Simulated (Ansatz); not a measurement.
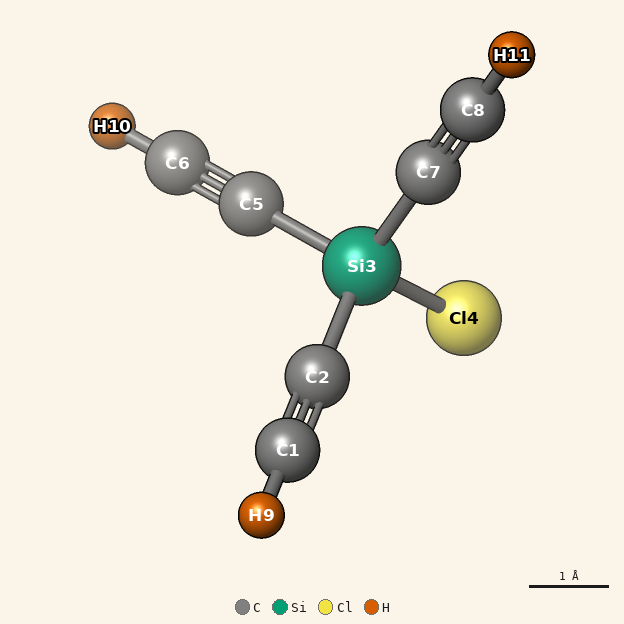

Orthographic view. Depth is shown by fading: the farther an atom, the more it takes the colour of the background. Computed geometry: PBE0-D4/def2-TZVP optimisation.

Write the connection table.

C1: C2, H9
C2: C1, Si3
Si3: C2, Cl4, C5, C7
Cl4: Si3
C5: Si3, C6
C6: C5, H10
C7: Si3, C8
C8: C7, H11
H9: C1
H10: C6
H11: C8
